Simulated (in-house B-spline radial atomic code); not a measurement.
The neodymium ion Nd⁴⁺; electrons: [Xe] 4f2 (high spin). Theory: scalar-relativistic (spin-free one-electron X2C) OLYP, spin-polarised, spherical fractional occupations, Fermi nucleus, basis-set limit (computed with an in-house B-spline radial code). Radial functions and radii carry no picture-change correction.

Wanted: the radial probability densities P² of 5p up and 4f up.

4f up: outer maximum at 0.634 bohr, ⟨r⟩ = 0.891 bohr, 0 nodes, eigenvalue −51.1 eV; 5p up: outer maximum at 1.42 bohr, ⟨r⟩ = 1.57 bohr, 3 nodes, eigenvalue −63.1 eV.

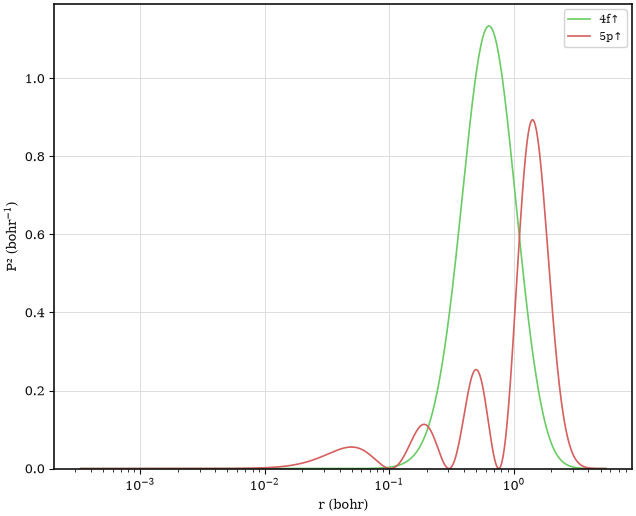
